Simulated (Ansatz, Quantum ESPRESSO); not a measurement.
# Ag(100), 5 layers against a metal electrode, part 2 of 6

Wanted: the capacitance of Ag(100), 5 layers by the effective screening medium.

Quantum ESPRESSO 7.5; plane-wave DFT, PBE, GBRV ultrasoft pseudopotentials; geometry by Ansatz 0.2.0 with PAW datasets.

So far. Step 2 (Relaxation with Ansatz): The relaxation lowers the energy by 2 meV an atom. Held were the atoms numbered 1, 2 and 3; the forces quoted are those on the free ones.

### Step 3. Self-consistent run: charge -0.0251 e

ESM with bc3 puts vacuum below and a metal electrode at the cell's upper end, z = c/2, which holds the counter charge and sets the zero of potential. tot_charge counts missing electrons, so a negative value adds electrons. The energies and forces that the log prints for charged cells are not used here.

Level of this step: plane-wave DFT, PBE, GBRV ultrasoft pseudopotentials (Quantum ESPRESSO 7.5).

q0.in

```
&control
  prefix = 'q0'
  outdir = './out'
  pseudo_dir = './pseudo'
  calculation = 'scf'
  tprnfor = .true.
/
&system
  ibrav = 0
  nat = 5
  ntyp = 1
  ecutwfc = 40
  ecutrho = 200
  occupations = 'smearing'
  smearing = 'mv'
  degauss = 0.02
  assume_isolated = 'esm'
  esm_bc = 'bc3'
  tot_charge = -0.0251
/
&electrons
  conv_thr = 1e-08
  mixing_beta = 0.4
  electron_maxstep = 120
  mixing_mode = 'local-TF'
/
ATOMIC_SPECIES
  Ag  107.8682  ag_pbe_v1.4.uspp.F.UPF
CELL_PARAMETERS angstrom
  2.89206673510000 0.00000000000000 0.00000000000000
  0.00000000000000 2.89206673510000 0.00000000000000
  0.00000000000000 0.00000000000000 23.18000000000000
ATOMIC_POSITIONS crystal
  Ag  0.000000000000 0.000000000000 -0.157043908023
  Ag  0.500000000000 0.500000000000 -0.068821302323
  Ag  0.000000000000 0.000000000000 0.019401303377
  Ag  0.500000000000 0.500000000000 0.110498445381
  Ag  -0.000000000000 0.000000000000 0.200184546505
K_POINTS automatic
  8 8 1 0 0 0
```

On the command line:

```bash
$ OMP_NUM_THREADS=1 mpirun -n 4 pw.x -nk 4 -in q0.in > q0.out
```

Output:

```text
Program PWSCF v.7.5 starts
[citation notice left out]

     Parallel version (MPI & OpenMP), running on       4 processor cores
     Number of MPI processes:                 4
     Threads/MPI process:                     1

     MPI processes distributed on     1 nodes
[...]
Current dimensions of program PWSCF are:
     Max number of different atomic species (ntypx) = 10
     Max number of k-points (npk) =  40000
     Max angular momentum in pseudopotentials (lmaxx) =  4
     Message from routine setup:
     using ibrav=0 with symmetry is DISCOURAGED, use correct ibrav instead

     K-points division:     npool     =       4
     Subspace diagonalization in iterative solution of the eigenvalue problem:
     a serial algorithm will be used

     G-vector sticks info
     --------------------
     sticks:   dense  smooth     PW     G-vecs:    dense   smooth      PW
     Sum         481     377    121                62669    44649    8043

     Using Slab Decomposition

     bravais-lattice index     =            0
     lattice parameter (alat)  =       5.4652  a.u.
     unit-cell volume          =    1308.3582 (a.u.)^3
     number of atoms/cell      =            5
     number of atomic types    =            1
     number of electrons       =        95.03
     number of Kohn-Sham states=           57
     kinetic-energy cutoff     =      40.0000  Ry
     charge density cutoff     =     200.0000  Ry
     scf convergence threshold =      1.0E-08
     mixing beta               =       0.4000
     number of iterations used =            8  local-TF  mixing
     Exchange-correlation=  SLA  PW   PBX  PBC
                           (   1   4   3   4   0   0   0)

     Effective Screening Medium Method
     =================================
     Boundary Conditions: Vacuum-Slab-Metal
     total charge in unit cell        =  -0.0251
     grid points for fit at edges     =        4

     celldm(1)=   5.465214  celldm(2)=   0.000000  celldm(3)=   0.000000
     celldm(4)=   0.000000  celldm(5)=   0.000000  celldm(6)=   0.000000

     crystal axes: (cart. coord. in units of alat)
               a(1) = (   1.000000   0.000000   0.000000 )
               a(2) = (   0.000000   1.000000   0.000000 )
               a(3) = (   0.000000   0.000000   8.015029 )

     reciprocal axes: (cart. coord. in units 2 pi/alat)
               b(1) = (  1.000000  0.000000  0.000000 )
               b(2) = (  0.000000  1.000000  0.000000 )
               b(3) = (  0.000000  0.000000  0.124766 )

     PseudoPot. # 1 for Ag read from file:
     ./pseudo/ag_pbe_v1.4.uspp.F.UPF
     Pseudo is Ultrasoft + core correction, Zval = 19.0
     Generated by new atomic code, or converted to UPF format
     Using radial grid of  887 points,  6 beta functions with:
                l(1) =   0
                l(2) =   0
                l(3) =   1
                l(4) =   1
                l(5) =   2
                l(6) =   2
     Q(r) pseudized with  6 coefficients,  rinner =    1.300   1.300   1.300
                                                       1.300   1.300

     atomic species   valence    mass     pseudopotential
     Ag               19.00   107.86820     Ag( 1.00)

      8 Sym. Ops. (no inversion) found

   Cartesian axes

     site n.     atom                  positions (alat units)
         1        Ag     tau(   1) = (   0.0000000   0.0000000  -1.2587115  )
         2        Ag     tau(   2) = (   0.5000000   0.5000000  -0.5516048  )
         3        Ag     tau(   3) = (   0.0000000   0.0000000   0.1555020  )
         4        Ag     tau(   4) = (   0.5000000   0.5000000   0.8856483  )
         5        Ag     tau(   5) = (   0.0000000   0.0000000   1.6044850  )

     number of k points=    15  Marzari-Vanderbilt smearing, width (Ry)=  0.0200
                       cart. coord. in units 2pi/alat
        k(    1) = (   0.0000000   0.0000000   0.0000000), wk =   0.0312500
        k(    2) = (   0.0000000   0.1250000   0.0000000), wk =   0.1250000
        k(    3) = (   0.0000000   0.2500000   0.0000000), wk =   0.1250000
        k(    4) = (   0.0000000   0.3750000   0.0000000), wk =   0.1250000
        k(    5) = (   0.0000000  -0.5000000   0.0000000), wk =   0.0625000
        k(    6) = (   0.1250000   0.1250000   0.0000000), wk =   0.1250000
        k(    7) = (   0.1250000   0.2500000   0.0000000), wk =   0.2500000
        k(    8) = (   0.1250000   0.3750000   0.0000000), wk =   0.2500000
        k(    9) = (   0.1250000  -0.5000000   0.0000000), wk =   0.1250000
        k(   10) = (   0.2500000   0.2500000   0.0000000), wk =   0.1250000
[...]
k(   15) = (  -0.5000000  -0.5000000   0.0000000), wk =   0.0312500

     Dense  grid:    62669 G-vectors     FFT dimensions: (  25,  25, 200)

     Smooth grid:    44649 G-vectors     FFT dimensions: (  24,  24, 180)

     Estimated max dynamical RAM per process >     115.69 MB

     Estimated total dynamical RAM >     416.86 MB

     Initial potential from superposition of free atoms

     starting charge      92.4998, renormalised to      95.0251

     negative rho (up, down):  2.911E-03 0.000E+00
     Starting wfcs are   65 randomized atomic wfcs

     total cpu time spent up to now is        1.1 secs

     per-process dynamical memory:    65.6 Mb

     Self-consistent Calculation

     iteration #  1     ecut=    40.00 Ry     beta= 0.40
     Davidson diagonalization with overlap
     c_bands:  4 eigenvalues not converged
     c_bands:  3 eigenvalues not converged
     ethr =  1.00E-02,  avg # of iterations = 14.9

     negative rho (up, down):  5.949E-02 0.000E+00

     total cpu time spent up to now is        4.2 secs

     total energy              =   -1477.16238028 Ry
     estimated scf accuracy    <      17.78786585 Ry

     iteration #  2     ecut=    40.00 Ry     beta= 0.40
[...]
negative rho (up, down):  5.560E-02 0.000E+00

[...]
total energy              =   -1478.48129852 Ry
     estimated scf accuracy    <      44.62471121 Ry

     iteration #  3     ecut=    40.00 Ry     beta= 0.40
[...]
negative rho (up, down):  6.707E-02 0.000E+00

[...]
total energy              =   -1477.96784028 Ry
     estimated scf accuracy    <       5.72957887 Ry

     iteration #  4     ecut=    40.00 Ry     beta= 0.40
[...]
negative rho (up, down):  5.930E-02 0.000E+00

[...]
total energy              =   -1478.10765099 Ry
     estimated scf accuracy    <       0.40240238 Ry

[...]
iteration # 13     ecut=    40.00 Ry     beta= 0.40
[...]
c_bands:  1 eigenvalues not converged
     c_bands:  3 eigenvalues not converged
[...]
negative rho (up, down):  9.737E-04 0.000E+00

[...]
total energy              =   -1478.04590015 Ry
     estimated scf accuracy    <       0.00372666 Ry

     iteration # 14     ecut=    40.00 Ry     beta= 0.40
[...]
negative rho (up, down):  6.142E-04 0.000E+00

[...]
total energy              =   -1478.05581340 Ry
     estimated scf accuracy    <       0.00299666 Ry

[...]
iteration # 31     ecut=    40.00 Ry     beta= 0.40
[...]
negative rho (up, down):  2.082E-03 0.000E+00

[...]
total energy              =   -1478.04825857 Ry
     estimated scf accuracy    <       0.00000987 Ry

     iteration # 32     ecut=    40.00 Ry     beta= 0.40
[...]
negative rho (up, down):  2.160E-03 0.000E+00

[...]
total energy              =   -1478.04788737 Ry
     estimated scf accuracy    <       0.00000577 Ry

     iteration # 33     ecut=    40.00 Ry     beta= 0.40
[...]
negative rho (up, down):  2.189E-03 0.000E+00

[...]
total energy              =   -1478.04729714 Ry
     estimated scf accuracy    <       0.00000069 Ry

     iteration # 34     ecut=    40.00 Ry     beta= 0.40
[...]
negative rho (up, down):  2.155E-03 0.000E+00

[...]
total energy              =   -1478.04720233 Ry
     estimated scf accuracy    <       0.00000059 Ry

     iteration # 35     ecut=    40.00 Ry     beta= 0.40
[...]
negative rho (up, down):  2.163E-03 0.000E+00

[...]
total energy              =   -1478.04727495 Ry
     estimated scf accuracy    <       0.00000021 Ry

     iteration # 36     ecut=    40.00 Ry     beta= 0.40
[...]
negative rho (up, down):  2.174E-03 0.000E+00

[...]
total energy              =   -1478.04730335 Ry
     estimated scf accuracy    <       0.00000012 Ry

     iteration # 37     ecut=    40.00 Ry     beta= 0.40
[...]
negative rho (up, down):  2.168E-03 0.000E+00

[...]
total energy              =   -1478.04724996 Ry
     estimated scf accuracy    <       0.00000001 Ry

     iteration # 38     ecut=    40.00 Ry     beta= 0.40
[...]
negative rho (up, down):  2.153E-03 0.000E+00

[...]
End of self-consistent calculation

          k = 0.0000 0.0000 0.0000 (  5681 PWs)   bands (ev):

   -93.3804 -93.3436 -93.2845 -93.1076 -93.1044 -56.8715 -56.8253 -56.8172
   -56.8172 -56.7801 -56.7801 -56.7405 -56.7074 -56.7074 -56.5719 -56.5676
   -56.5477 -56.5477 -56.5464 -56.5464  -8.7117  -7.8740  -7.5722  -7.4758
    -7.1985  -7.1797  -7.0005  -6.7627  -6.4369  -6.2275  -5.9535  -5.9535
    -5.5980  -5.5980  -5.3855  -5.2246  -5.0499  -5.0499  -5.0068  -5.0062
    -4.8476  -4.5780  -4.5628  -4.5628  -4.4132  -4.3472  -4.2332  -4.2332
    -3.3537  -1.3643  -0.1889   0.7547   2.3672   2.9804   4.7497   5.8239
     8.0612

          k = 0.0000 0.1250 0.0000 (  5623 PWs)   bands (ev):

   -93.3795 -93.3427 -93.2838 -93.1068 -93.1035 -56.8688 -56.8338 -56.8216
   -56.8157 -56.7939 -56.7787 -56.7390 -56.7181 -56.7068 -56.5710 -56.5667
   -56.5593 -56.5581 -56.5467 -56.5454  -8.4088  -7.6402  -7.4448  -7.2867
    -7.1244  -6.9447  -6.9062  -6.5460  -6.3279  -6.1175  -6.0134  -5.9039
    -5.8261  -5.6285  -5.4958  -5.2537  -5.2091  -5.1157  -5.1063  -5.0649
    -4.8208  -4.7738  -4.6709  -4.5270  -4.5005  -4.3662  -4.3474  -4.2236
    -2.8151  -0.8864   0.4006   1.0644   2.6750   3.2444   5.0411   6.0066
     7.7072

          k = 0.0000 0.2500 0.0000 (  5611 PWs)   bands (ev):

   -93.3773 -93.3405 -93.2820 -93.1048 -93.1016 -56.8677 -56.8613 -56.8255
   -56.8212 -56.8123 -56.7755 -56.7424 -56.7398 -56.7058 -56.5881 -56.5869
   -56.5690 -56.5646 -56.5446 -56.5434  -7.7062  -7.4027  -7.2324  -6.9857
    -6.9398  -6.7327  -6.4201  -6.1092  -6.0659  -5.8984  -5.8754  -5.8193
    -5.7406  -5.6529  -5.5431  -5.5141  -5.4855  -5.3364  -5.3205  -4.9906
    -4.9212  -4.9169  -4.8362  -4.6950  -4.5211  -4.3290  -4.3035  -3.6755
    -1.7964   0.2352   1.6346   2.0716   3.6007   4.0265   4.3188   5.3120
     5.9411

          k = 0.0000 0.3750 0.0000 (  5575 PWs)   bands (ev):

   -93.3751 -93.3384 -93.2803 -93.1028 -93.0996 -56.8963 -56.8645 -56.8543
   -56.8202 -56.8088 -56.7721 -56.7609 -56.7439 -56.7049 -56.6160 -56.6149
   -56.5674 -56.5629 -56.5425 -56.5413  -7.4552  -7.4262  -7.1127  -6.9490
    -6.7179  -6.3224  -6.2577  -6.1633  -6.0983  -5.9442  -5.9118  -5.8909
    -5.8212  -5.5924  -5.5740  -5.4476  -5.3039  -5.1937  -5.0116  -4.7180
    -4.6806  -4.6786  -4.5502  -4.4064  -4.3684  -3.8785  -3.7890  -2.4894
    -0.5880   0.8732   1.8337   2.0755   3.1533   3.7472   3.8057   4.9387
     5.3361

          k = 0.0000-0.5000 0.0000 (  5588 PWs)   bands (ev):

   -93.3742 -93.3375 -93.2795 -93.1020 -93.0988 -56.9088 -56.8691 -56.8648
   -56.8190 -56.8074 -56.7707 -56.7667 -56.7464 -56.7047 -56.6274 -56.6263
   -56.5669 -56.5623 -56.5417 -56.5406  -7.5027  -7.4896  -7.0535  -7.0037
    -6.4832  -6.2787  -6.2665  -6.1850  -6.1391  -6.1120  -5.9949  -5.9515
    -5.7002  -5.6996  -5.5955  -5.3153  -5.2929  -4.9700  -4.9115  -4.7114
    -4.6064  -4.6029  -4.4335  -4.3938  -4.3926  -1.8284  -1.8115  -1.7486
    -1.2806  -1.1853   1.2806   1.5917   3.1406   3.7873   4.7652   5.1541
     5.3102

          k = 0.1250 0.1250 0.0000 (  5628 PWs)   bands (ev):

   -93.3786 -93.3418 -93.2831 -93.1060 -93.1027 -56.8663 -56.8339 -56.8289
   -56.8197 -56.7934 -56.7917 -56.7382 -56.7178 -56.7177 -56.5702 -56.5659
   -56.5586 -56.5585 -56.5574 -56.5573  -8.1115  -7.3735  -7.2414  -7.1841
    -6.9506  -6.8271  -6.5977  -6.5964  -6.3634  -6.0145  -6.0063  -5.9523
    -5.8197  -5.6611  -5.6505  -5.3921  -5.3296  -5.2502  -5.1184  -5.1081
    -4.9173  -4.9011  -4.6271  -4.6026  -4.6011  -4.5699  -4.2477  -3.9075
    -2.3768  -0.4576   0.8787   1.3873   2.9846   3.5058   5.3331   6.1936
     8.1248

[...]
the Fermi energy is    -1.4051 ev

!    total energy              =   -1478.04732132 Ry
     estimated scf accuracy    <          9.9E-09 Ry
     smearing contrib. (-TS)   =       0.00020844 Ry
     internal energy E=F+TS    =   -1478.04752977 Ry

     The total energy is F=E-TS. E is the sum of the following terms:
     one-electron contribution = -135621.48680700 Ry
     hartree contribution      =   67794.49203955 Ry
     xc contribution           =    -144.83694652 Ry
     ewald contribution        =   66493.78418420 Ry

     convergence has been achieved in  38 iterations

     negative rho (up, down):  2.153E-03 0.000E+00

     Forces acting on atoms (cartesian axes, Ry/au):

     atom    1 type  1   force =     0.00000000    0.00000000   -0.00445027
     atom    2 type  1   force =     0.00000000    0.00000000   -0.00375772
     atom    3 type  1   force =     0.00000000    0.00000000    0.00791986
     atom    4 type  1   force =     0.00000000    0.00000000   -0.00024588
     atom    5 type  1   force =     0.00000000    0.00000000    0.00084735

     Total force =     0.009871     Total SCF correction =     0.001021
     SCF correction compared to forces is large: reduce conv_thr to get better values

[...]
=------------------------------------------------------------------------------=
   JOB DONE.
=------------------------------------------------------------------------------=
[...]
```

Elapsed: 95 s, on 4 MPI ranks of Arm Neoverse V2, shared host; peak memory 0.61 GiB; 6.3 min of CPU time.

This step gave:

* Fermi energy: -1.405 eV
* vacuum line at the lower end of the cell, over the Fermi level: 4.276 eV
* slope of the potential above: -0.5434 eV/Å
* vacuum line at the upper end of the cell, over the Fermi level: 1.404 eV

The potential energy, planar mean oscillates, so the rows of the table below give means over windows of 2.09 Å about each position, cut where the curve ends. Its maxima inside the range that stand out by 2 % of the span (Å: eV): -2.7: -0.804, -0.6: -0.731, 1.5: -0.246, 3.6: -0.517, 6.7: 3.77. Its minima: -3.6: -18.9, -1.6: -19.2, 0.5: -19.0, 2.5: -19.2, 4.6: -19.0.

Electrostatic potential energy of an electron; zero at the Fermi level. The potential energy, planar mean by z; means over each step:

| z (Å) | potential energy, planar mean (eV) |
| --- | --- |
| -10.54 | 4.28 |
| -8.46 | 4.28 |
| -6.37 | 4.17 |
| -4.28 | -6.20 |
| -2.19 | -8.88 |
| -0.10 | -8.78 |
| 1.99 | -8.44 |
| 4.08 | -8.58 |
| 6.17 | 1.88 |
| 8.26 | 3.19 |
| 10.35 | 2.08 |

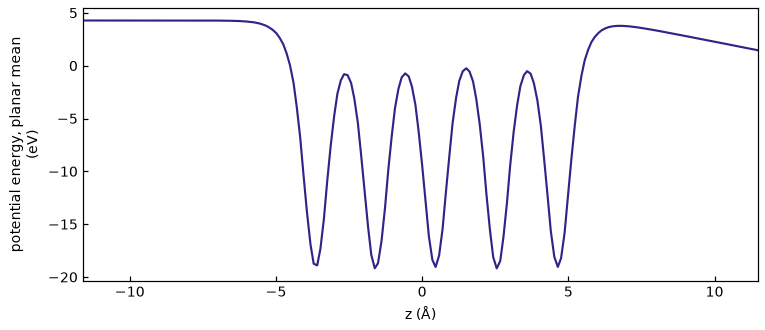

Potential energy, planar mean, plotted against z.

The program's own clock; routines nest. Time by routine:

| routine | wall time (s) | calls |
| --- | --- | --- |
| PWSCF | 94.62 | 1 |
| electrons | 93.2 | 1 |
| c_bands | 71.02 | 38 |
| cegterg | 64.46 | 152 |
| h_psi | 38.62 | 882 |
| fftw | 32.84 | 53344 |
| vloc_psi | 30.34 | 882 |
| sum_band | 9.88 | 38 |
| mix_rho | 8.84 | 38 |
| calbec | 5.54 | 1050 |
| ffts | 5 | 4604 |
| h_psi:calbec | 3.94 | 882 |
| add_vuspsi | 3.91 | 882 |
| s_psi | 3.88 | 882 |

The run needed 38 iterations to bring the estimated error under 1e-08 Ry.

Inside the slab this potential holds the local part of the pseudopotentials, which can be repulsive at the nuclei; only its value in the vacuum has a meaning of its own.

Gauss's law asks for a slope of 180.95 q/A = -0.543 eV/Å in the gap; the run gives -0.543.

### Step 4. Ground state: charge -0.0125 e

The charge is stepped; where the run before has converged, its density is the start.

q1.in, as its differences from the input of step 3:

```diff
@@ -1,3 +1,3 @@
 &control
-  prefix = 'q0'
+  prefix = 'q1'
   outdir = './out'
@@ -18,3 +18,3 @@
   esm_bc = 'bc3'
-  tot_charge = -0.0251
+  tot_charge = -0.0125
 /
@@ -25,2 +25,3 @@
   mixing_mode = 'local-TF'
+  startingpot = 'file'
 /
```

On the command line:

```bash
$ cp -r out/q0.save out/q1.save
$ OMP_NUM_THREADS=1 mpirun -n 4 pw.x -nk 4 -in q1.in > q1.out
```

Output:

```text
[banner, memory and clock lines left out]
Program PWSCF v.7.5 starts
[...]
Message from routine setup:
[...]
number of electrons       =        95.01
     number of Kohn-Sham states=           57
     kinetic-energy cutoff     =      40.0000  Ry
     charge density cutoff     =     200.0000  Ry
[...]
number of k points=    15  Marzari-Vanderbilt smearing, width (Ry)=  0.0200
[...]
Dense  grid:    62669 G-vectors     FFT dimensions: (  25,  25, 200)
[...]
The initial density is read from file :
[...]
negative rho (up, down):  2.153E-03 0.000E+00
     Starting wfcs are   65 randomized atomic wfcs
[...]
negative rho (up, down):  2.053E-03 0.000E+00
[...]
estimated scf accuracy    <       0.26816437 Ry
[...]
negative rho (up, down):  2.478E-03 0.000E+00
[...]
estimated scf accuracy    <       0.15458849 Ry
[...]
negative rho (up, down):  1.613E-03 0.000E+00
[...]
estimated scf accuracy    <       0.00346337 Ry
[...]
negative rho (up, down):  1.243E-03 0.000E+00
[...]
estimated scf accuracy    <       0.00133827 Ry
[...]
negative rho (up, down):  1.193E-03 0.000E+00
[...]
estimated scf accuracy    <       0.00090741 Ry
[...]
negative rho (up, down):  1.085E-03 0.000E+00
[...]
estimated scf accuracy    <       0.00074002 Ry
[...]
negative rho (up, down):  1.109E-03 0.000E+00
[...]
estimated scf accuracy    <       0.00019642 Ry
[...]
negative rho (up, down):  1.171E-03 0.000E+00
[...]
estimated scf accuracy    <       0.00006858 Ry
[...]
negative rho (up, down):  1.345E-03 0.000E+00
[...]
estimated scf accuracy    <       0.00003508 Ry
[...]
negative rho (up, down):  1.684E-03 0.000E+00
[...]
estimated scf accuracy    <       0.00001659 Ry
[...]
negative rho (up, down):  2.006E-03 0.000E+00
[...]
estimated scf accuracy    <       0.00000647 Ry
[...]
negative rho (up, down):  2.159E-03 0.000E+00
[...]
estimated scf accuracy    <       0.00000196 Ry
[...]
negative rho (up, down):  2.218E-03 0.000E+00
[...]
estimated scf accuracy    <       0.00000146 Ry
[...]
negative rho (up, down):  2.217E-03 0.000E+00
[...]
estimated scf accuracy    <       0.00000044 Ry
[...]
negative rho (up, down):  2.220E-03 0.000E+00
[...]
estimated scf accuracy    <       0.00000024 Ry
[...]
negative rho (up, down):  2.247E-03 0.000E+00
[...]
estimated scf accuracy    <       0.00000002 Ry
[...]
negative rho (up, down):  2.248E-03 0.000E+00
[...]
estimated scf accuracy    <       0.00000001 Ry
[...]
negative rho (up, down):  2.255E-03 0.000E+00
[...]
the Fermi energy is    -2.8252 ev
!    total energy              =   -1478.04520789 Ry
     estimated scf accuracy    <          6.4E-09 Ry
     smearing contrib. (-TS)   =       0.00026609 Ry
     internal energy E=F+TS    =   -1478.04547399 Ry
[...]
one-electron contribution = -135611.59207044 Ry
     hartree contribution      =   67784.59539720 Ry
     xc contribution           =    -144.83298495 Ry
     ewald contribution        =   66493.78418420 Ry
     convergence has been achieved in  18 iterations
     negative rho (up, down):  2.255E-03 0.000E+00
[...]
Total force =     0.009805     Total SCF correction =     0.001146
[...]
```

The job ended after 59 s (4 MPI ranks; peak memory 0.5 GiB).

Read from the output:

| Property | Result |
| --- | --- |
| Fermi energy | -2.825 eV |
| vacuum line at the lower end of the cell, over the Fermi level | 4.274 eV |
| slope of the potential above | -0.2706 eV/Å |
| vacuum line at the upper end of the cell, over the Fermi level | 2.825 eV |

The electrode's potential over the Fermi level goes from 1.404 to 2.825 eV, the far face's from 4.276 to 4.274 eV.

[end of part 2 of 6]

[Logs are printed without paths, hosts, clocks, repeated set-up lines and the standing remarks that a program may print on its own settings, such as how far it seeks lower states.]

[Hosts, paths, dates, database ids (printed as entryN), source tags and the programs' standing remarks are cut or masked in the printed files.]

[Maps of the electrostatic potential energy from Ansatz leave out the sawtooth potential of an applied field or a dipole correction, so their vacuum need not be flat; planar profiles and work functions include it.]
